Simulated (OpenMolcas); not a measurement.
## Multiconfigurational calculation, with input and output: Pt²⁺ complex

- system: Pt²⁺ with 8 ligands (F; cube, 2.284 Å), embedded in CaF2 by model potentials and point charges, whose field is part of the energies.
- method: state-averaged CASSCF, active space 8 electrons in the shell 5d, basis ANO-RCC-VTZP on the metal and ANO-RCC-VDZP on the ligands, DKH2 scalar Hamiltonian, spin-orbit coupling by RASSI with atomic mean-field integrals (OpenMolcas)

**The input**
```
&GATEWAY
Basis set
Pt.ANO-RCC-VTZP.
Pt1 0.0 0.0 0.0 Angstrom
End of basis
Basis set
F.ANO-RCC-VDZP.
L1 1.318668 1.318668 1.318668 Angstrom
L2 1.318668 1.318668 -1.318668 Angstrom
L3 1.318668 -1.318668 1.318668 Angstrom
L4 1.318668 -1.318668 -1.318668 Angstrom
End of basis
Basis set
Ca.EMB-AIMP.Pascual.0s.0s.ECP.CaF2.
PseudoCharge
* 21 symmetry-unique lattice sites within 7.6 angstrom
End of basis
Basis set
F.EMB-AIMP.Pascual.0s.0s.ECP.CaF2.
PseudoCharge
* 40 symmetry-unique lattice sites within 7.6 angstrom
End of basis
Symmetry
XYZ
AngMom=0.0 0.0 0.0
AMFI
RICD
XField
1348 Angstrom 0
* Evjen-weighted lattice charges
&SEWARD
&RASSCF
FileOrb=start.orb
Symmetry=1
Spin=3
nActEl=8 0 0
Inactive=35 39
Ras2=5 0
CIRoot=10 10 1
SDav=10
CIMx=300
Iter=150 100
PrWF=0.3
OrbListing=Nothing
MaxOrb=0
LevShft=1.0
>>> COPY $Project.JobIph JOB001
&RASSCF
FileOrb=start.orb
Symmetry=1
Spin=1
nActEl=8 0 0
Inactive=35 39
Ras2=5 0
CIRoot=15 15 1
SDav=15
CIMx=300
Iter=150 100
PrWF=0.3
OrbListing=Nothing
MaxOrb=0
LevShft=1.0
>>> COPY $Project.JobIph JOB002
&RASSI
NrOfJobIphs=2 10 15
1 2 3 4 5 6 7 8 9 10
1 2 3 4 5 6 7 8 9 10 11 12 13 14 15
IphNames
JOB001
JOB002
EJob
SpinOrbit
DIPRint=1.0
SOCoupling=1000.0
Subsets=2
Property=9
'ANGMOM' 1 'ANGMOM' 2 'ANGMOM' 3 'MLTPL  1' 1 'MLTPL  1' 2 'MLTPL  1' 3
'AMFI' 1 'AMFI' 2 'AMFI' 3
SOProperty=3
'ANGMOM' 1 'ANGMOM' 2 'ANGMOM' 3
```

The file start.orb holds starting orbitals from an earlier step. A driver script formed the levels outside the program, from RASSI's spin-orbit matrix and the active-space energies, averaged over the components of each term or state.

Hardware: 1 thread of Arm Neoverse V2, 128 GiB of memory available, shared host.

Run as:
```bash
OMP_NUM_THREADS=1 MOLCAS_MEM=2457 MOLCAS_PROJECT=a pymolcas a.inp > a.log  # once for each step of the input, in one work folder
```

**Output (extracts)**
```
--- SEWARD ---
Basis set label: PT.ANO-RCC...8S7P5D3F1G.

      Electronic valence basis set:
      ------------------
      Associated Effective Charge  78.000000 au
      Associated Actual Charge     78.000000 au
      Nuclear Model: Point charge

      Shell  nPrim  nBasis  Cartesian Spherical Contaminant
         s      24       8        X
         p      21       7        X
         d      15       5                 X
         f      11       3                 X
         g       4       1                 X
                  Relativistic Douglas-Kroll-Hess integrals:
                    - DKH order of Hamiltonian: 2
                    - DKH order of Properties : 0
                  Atomic mean-field integrals
--- RASSCF ---
Wave function specifications:
      -----------------------------

      Number of closed shell electrons         148
      Number of electrons in active shells       8
      Max number of holes in RAS1 space          0
      Max nr of electrons in RAS3 space          0
      Number of inactive orbitals               74
      Number of active orbitals                  5
      Number of secondary orbitals             117
      Spin quantum number                      1.0
      State symmetry                             1
Orbital specifications:
      -----------------------

      Symmetry species                           1   2
                                                ag  au
      Frozen orbitals                            0   0
      Inactive orbitals                         35  39
      Active orbitals                            5   0
      RAS1 orbitals                              0   0
      RAS2 orbitals                              5   0
      RAS3 orbitals                              0   0
      Secondary orbitals                        58  59
      Deleted orbitals                           0   0
      Number of basis functions                 98  98
      Number of CSFs                            10
      Number of root(s) required                10
      Iter CI   SX   CI       RASSCF       Energy    max ROT     max BLB   max BLB  Level Ln srch  Step   QN
          iter iter root      energy       change     param      element    value   shift minimum  type update
 Nr of preliminary CI iterations:   1
      Total energies have been shifted. Add               -19000.00 au
        1   1   12    0  -193.11086219    0.00E+00  -4.67E-02   21  63 2 -2.96E-01*  1.06   0.00    SX    NO
        2   1   12    0  -193.82007817   -7.09E-01*  2.22E-02   37  58 1  6.21E-02*  0.83   0.00    SX    NO
        3   1   12    0  -193.88130582   -6.12E-02* -9.73E-03   36  51 1  2.02E-02*  0.76   0.00    SX    NO
        4   1   11    0  -193.89040550   -9.10E-03* -4.28E-03   18  50 1  9.97E-03*  0.74   0.00    SX    NO
        5   1   11    0  -193.89264017   -2.23E-03* -3.92E-03   18  50 1  6.06E-03*  0.74   1.97    LS   YES
        6   1   11    0  -193.89335314   -7.13E-04*  1.43E-03   11  51 2 -9.82E-03*  0.74   1.06    QN   YES
        7   1   10    0  -193.89361906   -2.66E-04* -1.12E-03   11  51 2  4.02E-03*  0.73   0.92    QN   YES
        8   1    9    0  -193.89368462   -6.56E-05* -5.90E-04   11  51 2  1.00E-03*  0.73   1.53    LS   YES
        9   1    9    0  -193.89369330   -8.68E-06* -1.81E-04   17  47 2  6.33E-04*  0.73   0.99    QN   YES
       10   1    8    0  -193.89369630   -3.00E-06*  1.33E-04   36  51 1  1.14E-04*  0.73   1.30    QN   YES
       11   1    7    0  -193.89369674   -4.40E-07* -4.27E-05   18  58 2  7.05E-05   0.73   1.18    QN   YES
       12   1    6    0  -193.89369677   -3.65E-08* -1.23E-05   19  49 2 -2.10E-05   0.73   1.26    QN   YES
       13   1    5    0  -193.89369678   -3.89E-09  -2.14E-06   38  53 1  3.59E-06   0.73   1.24    QN   YES
      Convergence after 13 iterations
       14   1    5    0  -193.89369678   -4.55E-10  -2.14E-06   38  53 1  1.87E-06   0.73   1.24    QN   YES
      Natural orbitals and occupation numbers for root  1
      sym 1:   1.017629   1.982371   2.000000   1.017629   1.982371
      Natural orbitals and occupation numbers for root  2
      sym 1:   2.000000   1.035535   1.964465   1.035535   1.964465
      Natural orbitals and occupation numbers for root  3
      sym 1:   1.008885   1.008885   1.991115   1.991115   2.000000
::    RASSCF root number  1 Total energy: -19193.94050500
::    RASSCF root number  2 Total energy: -19193.94050500
::    RASSCF root number  3 Total energy: -19193.94050500
::    RASSCF root number  4 Total energy: -19193.90158759
::    RASSCF root number  5 Total energy: -19193.90158759
::    RASSCF root number  6 Total energy: -19193.90158759
::    RASSCF root number  7 Total energy: -19193.85753444
::    RASSCF root number  8 Total energy: -19193.85105186
::    RASSCF root number  9 Total energy: -19193.85105186
::    RASSCF root number 10 Total energy: -19193.85105186
--- RASSCF ---
Wave function specifications:
      -----------------------------

      Number of closed shell electrons         148
      Number of electrons in active shells       8
      Max number of holes in RAS1 space          0
      Max nr of electrons in RAS3 space          0
      Number of inactive orbitals               74
      Number of active orbitals                  5
      Number of secondary orbitals             117
      Spin quantum number                      0.0
      State symmetry                             1
Orbital specifications:
      -----------------------

      Symmetry species                           1   2
                                                ag  au
      Frozen orbitals                            0   0
      Inactive orbitals                         35  39
      Active orbitals                            5   0
      RAS1 orbitals                              0   0
      RAS2 orbitals                              5   0
      RAS3 orbitals                              0   0
      Secondary orbitals                        58  59
      Deleted orbitals                           0   0
      Number of basis functions                 98  98
      Number of CSFs                            15
      Number of root(s) required                15
      Iter CI   SX   CI       RASSCF       Energy    max ROT     max BLB   max BLB  Level Ln srch  Step   QN
          iter iter root      energy       change     param      element    value   shift minimum  type update
 Nr of preliminary CI iterations:   1
      Total energies have been shifted. Add               -19000.00 au
        1   1    9    0  -193.83664789    0.00E+00   6.95E-03   36  51 1 -5.14E-03*  0.76   0.00    SX    NO
        2   1    9    0  -193.83697084   -3.23E-04*  4.01E-03   38  55 1  1.75E-03*  0.76   0.00    SX    NO
        3   1    9    0  -193.83706973   -9.89E-05*  2.22E-03   38  55 1  1.25E-03*  0.76   0.00    SX    NO
        4   1    9    0  -193.83710204   -3.23E-05*  1.27E-03   38  55 1  6.36E-04*  0.76   0.00    SX    NO
        5   1    8    0  -193.83711277   -1.07E-05*  1.67E-03   38  55 1  4.45E-04*  0.76   2.33    LS   YES
        6   1    8    0  -193.83711794   -5.17E-06* -1.20E-04   20  51 2  4.01E-04*  0.76   1.01    QN   YES
        7   1    7    0  -193.83711814   -2.02E-07* -3.62E-05   20  51 2 -2.08E-04*  0.76   0.70    QN   YES
        8   1    6    0  -193.83711821   -6.55E-08*  2.15E-05   36  51 1  2.88E-05   0.76   1.13    QN   YES
        9   1    5    0  -193.83711821   -6.14E-09  -1.55E-05   38  55 1  8.48E-06   0.76   1.59    QN   YES
      Convergence after  9 iterations
       10   1    5    0  -193.83711821   -1.72E-09  -1.55E-05   24  50 1  3.09E-06   0.76   1.59    QN   YES
      Natural orbitals and occupation numbers for root  1
      sym 1:   0.866676   1.304470   1.999526   1.848175   1.981152
      Natural orbitals and occupation numbers for root  2
      sym 1:   1.887040   0.930909   1.968835   1.213373   1.999843
      Natural orbitals and occupation numbers for root  3
      sym 1:   0.788619   1.488394   1.998334   1.732873   1.991781
::    RASSCF root number  1 Total energy: -19193.88588550
::    RASSCF root number  2 Total energy: -19193.88588550
::    RASSCF root number  3 Total energy: -19193.88588550
::    RASSCF root number  4 Total energy: -19193.88389946
::    RASSCF root number  5 Total energy: -19193.88389946
::    RASSCF root number  6 Total energy: -19193.83858688
::    RASSCF root number  7 Total energy: -19193.83858688
::    RASSCF root number  8 Total energy: -19193.83858688
::    RASSCF root number  9 Total energy: -19193.83471384
::    RASSCF root number 10 Total energy: -19193.82727143
::    RASSCF root number 11 Total energy: -19193.82727143
::    RASSCF root number 12 Total energy: -19193.82727143
::    RASSCF root number 13 Total energy: -19193.79564593
::    RASSCF root number 14 Total energy: -19193.79564593
::    RASSCF root number 15 Total energy: -19193.70773715
--- RASSI ---
SPIN-FREE ENERGIES:
  (Shifted by EMIN (a.u.) =     -19193.9405049956)

 SF State       Relative EMIN(au)   Rel lowest level(eV)    D:o, cm**(-1)

     1             0.0000000000        0.0000000000              0.0000
     2             0.0000000000        0.0000000000              0.0000
     3             0.0000000000        0.0000000000              0.0000
     4             0.0389174065        1.0589965787           8541.3834
     5             0.0389174065        1.0589965787           8541.3834
     6             0.0389174065        1.0589965787           8541.3834
    11             0.0546194947        1.4862721681          11987.5935
    12             0.0546194947        1.4862721681          11987.5935
    13             0.0546194947        1.4862721681          11987.5935
    14             0.0566055311        1.5403149693          12423.4781
    15             0.0566055311        1.5403149693          12423.4781
     7             0.0829705538        2.2577437867          18209.9317
     9             0.0894531355        2.4341438200          19632.6939
    10             0.0894531355        2.4341438200          19632.6939
     8             0.0894531355        2.4341438200          19632.6939
    16             0.1019181116        2.7733330991          22368.4400
    17             0.1019181116        2.7733330991          22368.4400
    18             0.1019181116        2.7733330991          22368.4400
    19             0.1057911568        2.8787240304          23218.4752
    20             0.1132335631        3.0812422222          24851.8945
    21             0.1132335631        3.0812422222          24851.8945
    22             0.1132335631        3.0812422222          24851.8945
    23             0.1448590695        3.9418160921          31792.8909
    24             0.1448590695        3.9418160921          31792.8909
    25             0.2327678434        6.3339356910          51086.6366
     Dipole printing threshold changed to   1.00000000E+00
Eigenvalues of complex Hamiltonian:
   -----------------------------------
  (Shifted by EMIN (a.u.) =     -19193.9405049956)

 SO State       Relative EMIN(au)   Rel lowest level(eV)    D:o, cm**(-1)

     1            -0.0327027513        0.0000000000              0.0000
     2            -0.0239893964        0.2371024650           1912.3603
     3            -0.0239893964        0.2371024653           1912.3604
     4            -0.0239893964        0.2371024659           1912.3604
     5            -0.0151494675        0.4776491853           3852.5005
     6            -0.0151494674        0.4776491871           3852.5005
     7            -0.0011102840        0.8596748294           6933.7451
     8            -0.0011102840        0.8596748283           6933.7451
     9            -0.0011102841        0.8596748271           6933.7451
    10             0.0149437984        1.2965286677          10457.2089
    11             0.0149437986        1.2965286713          10457.2090
    12             0.0149437987        1.2965286757          10457.2090
    13             0.0344233971        1.8265955498          14732.4867
    14             0.0344233970        1.8265955493          14732.4867
    15             0.0397941654        1.9727416023          15911.2341
    16             0.0397941654        1.9727416006          15911.2341
    17             0.0397941654        1.9727416019          15911.2341
    18             0.0492470120        2.2299666613          17985.8941
    19             0.0563294358        2.4226892319          19540.3064
    20             0.0563294358        2.4226892314          19540.3064
    21             0.0580145691        2.4685440444          19910.1505
    22             0.0580145691        2.4685440438          19910.1504
    23             0.0580145691        2.4685440427          19910.1504
    24             0.0842861129        3.1834291696          25676.0878
    25             0.0882554982        3.2914416448          26547.2672
    26             0.0882554982        3.2914416455          26547.2672
    27             0.0882554983        3.2914416485          26547.2672
    28             0.0915329115        3.3806246040          27266.5763
    29             0.0915329116        3.3806246071          27266.5763
    30             0.0915329115        3.3806246053          27266.5763
    31             0.0962447449        3.5088401237          28300.7042
    32             0.0962447450        3.5088401262          28300.7042
    33             0.0987342460        3.5765828992          28847.0865
    34             0.0987342460        3.5765828998          28847.0865
    35             0.0987342459        3.5765828982          28847.0865
    36             0.1167354845        4.0664215545          32797.9017
    37             0.1167354845        4.0664215539          32797.9017
    38             0.1167354845        4.0664215533          32797.9017
    39             0.1176879517        4.0923395069          33006.9441
    40             0.1265718142        4.3340817196          34956.7265
    41             0.1265718143        4.3340817228          34956.7266
Weights of the five most important spin-orbit-free states for each spin-orbit state.

 SO State  Total energy (au)           Spin-free states, spin, and weights
 -------------------------------------------------------------------------------------------------------
    1        -0.032703       3 1.0  0.3243    2 1.0  0.3243    1 1.0  0.3243   19 0.0  0.0241   10 1.0  0.0010
    2        -0.023989       3 1.0  0.3995    2 1.0  0.3165    1 1.0  0.1450    4 1.0  0.0521    5 1.0  0.0374
    3        -0.023989       3 1.0  0.3791    1 1.0  0.2856    2 1.0  0.1962    5 1.0  0.0667    4 1.0  0.0349
    4        -0.023989       1 1.0  0.4303    2 1.0  0.3483    3 1.0  0.0824    6 1.0  0.0741    4 1.0  0.0300
    5        -0.015149       1 1.0  0.2824    3 1.0  0.2789    5 1.0  0.1368    6 1.0  0.1246    2 1.0  0.0637
    6        -0.015149       2 1.0  0.3530    4 1.0  0.1572    3 1.0  0.1378    1 1.0  0.1342    6 1.0  0.0838
    7        -0.001110       3 1.0  0.4656    1 1.0  0.1396    2 1.0  0.1311    4 1.0  0.0867    5 1.0  0.0867
    8        -0.001110       2 1.0  0.3051    1 1.0  0.2238    3 1.0  0.2073    6 1.0  0.0867    4 1.0  0.0756
    9        -0.001110       1 1.0  0.3728    2 1.0  0.3001    6 1.0  0.0866    5 1.0  0.0757    3 1.0  0.0634
   10         0.014944      11 0.0  0.3861    4 1.0  0.2064    5 1.0  0.1901    7 1.0  0.0419   10 1.0  0.0415
   11         0.014944      13 0.0  0.2019    6 1.0  0.1935   12 0.0  0.1847    4 1.0  0.1643    5 1.0  0.0549
   12         0.014944      12 0.0  0.2147    6 1.0  0.2030   13 0.0  0.1908    5 1.0  0.1677    9 1.0  0.0467
```

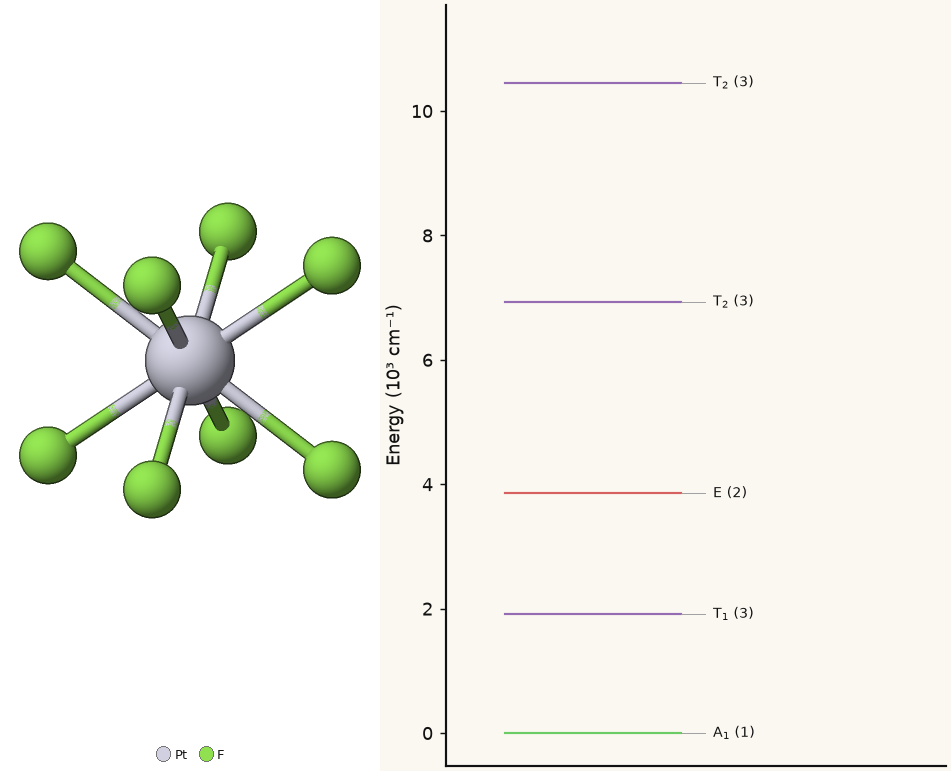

*Pt²⁺ (5d⁸) as a dopant in CaF₂, a cluster with its 8 nearest F⁻ at 2.284 Å (cube) embedded in model potentials and point charges; the geometry was set, not optimised, and its levels. Labels give the representation in O, Td, D4 or D3 as the site allows (double group for half-integer spin) where it could be assigned and, in brackets, the degeneracy; spin-free states, where drawn, share the zero of the spin-orbit levels.*

The ground level is A₁, non-degenerate, 98 % from states of spin multiplicity 3. The next level lies at 1,910 cm⁻¹ (T₁). The active orbitals hold 91 to 97 % metal character (Löwdin), and the Mulliken charge of the metal is +1.45.

**Summary**

- outcome: converged
- energy of the lowest spin-free term: −19193.94050 hartree
- energy of the lowest spin-orbit level: −19193.97321 hartree
- largest spread among components of a term: 0.0 cm⁻¹
- wall time: 48 s
- peak memory: 0.59 GiB

**Notes**

Without dynamic correlation the splittings between terms come out too large, often by 20 to 50 %. Limits: the geometry is set by hand, with no relaxation.
